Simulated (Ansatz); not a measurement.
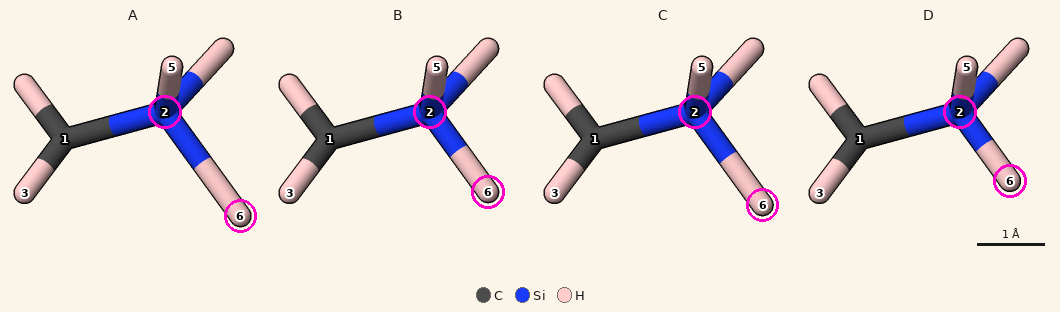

Energy scan for CH5Si (charge −1), in which one Si–H bond length is varied, with the rest of the molecule carried along rigidly. A stick model, seen at a tilt. The ringed atoms are those of the scanned coordinate.

Single-point energies from Ansatz with B3LYP-D4 in the def2-TZVPPD basis, on geometries moved rigidly from the minimum at PBE0-D4/def2-TZVPD. Energies are counted from the PBE0-D4/def2-TZVPD minimum geometry at the same level.

Rank the frames from lowest to highest energy.

Answer. Lowest first: B (the distance 1.516 Å, 0.0 kJ/mol), C (the distance 1.763 Å, 29.8 kJ/mol), D (the distance 1.304 Å, 43.2 kJ/mol), A (the distance 1.971 Å, 74.0 kJ/mol). Over the whole scan: of the computed points the lowest is at the distance 1.516 Å, 0.0 kJ/mol. The curvature at the lowest point is about 15 eV/Å² (2.4 mdyn/Å). The well is steeper on the short side, as for any bond.
